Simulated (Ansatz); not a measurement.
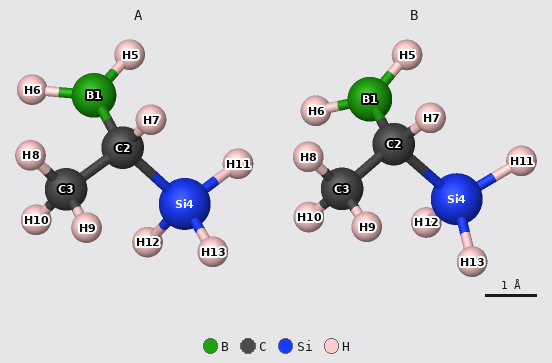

Two geometries of C₂H₉BSi (coarse preliminary run), drawn at one scale. One is the start of a relaxation, the other its converged end. Style: ball-and-stick. Shown at a tilt.

All numbers below come from Ansatz 0.2.0, RKS PBE-D4/def2-SVP. (force threshold 0.03 eV/Å; at most 200 steps)

> Which one is relaxed?

Structure B is the relaxed one. The start comes from a force field. The atom that moves furthest after the best rigid fit is H6 (0.62 Å). By element the largest moves are H 0.62 Å, C 0.22 Å, Si 0.18 Å, B 0.13 Å. Near-neighbour distances that change, for instance: Si4–H13 1.369 → 1.506 Å, C2–Si4 1.840 → 1.943 Å, C3–H8 1.151 → 1.110 Å, Si4–H11 1.471 → 1.501 Å. Bond angles that change, for instance: B1–C2–Si4 110.9° → 96.0°, B1–C2–C3 110.9° → 119.9°, C2–Si4–H13 113.9° → 106.7°. Groups turn about B1–C2 by about 20°, C2–Si4 by about 20°. The energy falls by 0.522 eV in 16 geometry steps. Largest force component: 3 eV/Å at the start, 0.018 eV/Å at the end. The forces were under the threshold at step 11, but the run went on from there.
